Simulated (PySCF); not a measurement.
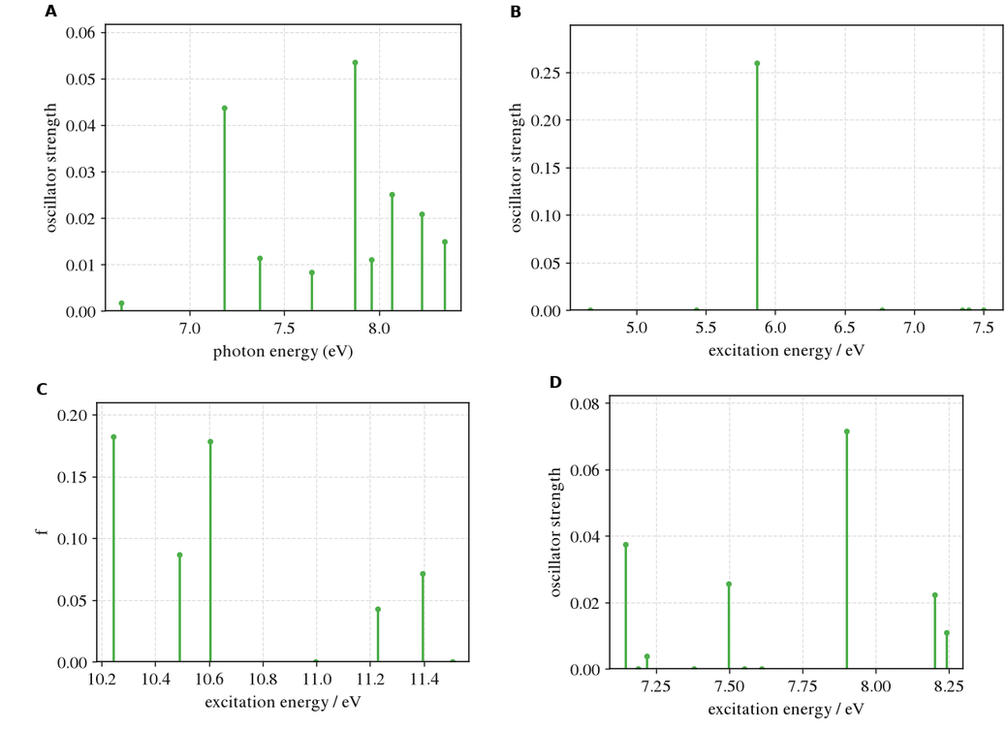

Vertical TDDFT excitations, PBE0/aug-cc-pVTZ, PySCF 2.14.0, at a PBE0-D3(BJ)/def2-SVP geometry (no frequency check), gas phase. Each panel shows the lowest singlet states that were computed.

> Pair each panel with its molecule.
1. CH₆OSi, SMILES CO[SiH3]
2. BBr₃, SMILES BrB(Br)Br
3. SiHF₃ (trifluorosilane), SMILES F[SiH](F)F
4. C₂H₄Cl₂ (1,2-dichloroethane), SMILES ClCCCl

A: 1 (S1 at 6.64 eV, brightest at 7.87 eV)
B: 2 (S1 at 4.67 eV, brightest at 5.87 eV)
C: 3 (S1 at 10.25 eV, brightest at 10.25 eV)
D: 4 (S1 at 7.15 eV, brightest at 7.90 eV)

Limits of at least one run: core orbitals are frozen in the response; one conformer of a flexible molecule; spin-orbit coupling is left out, and with Br it can shift these levels and split any degenerate set; states above the negative HOMO energy depend on the basis.
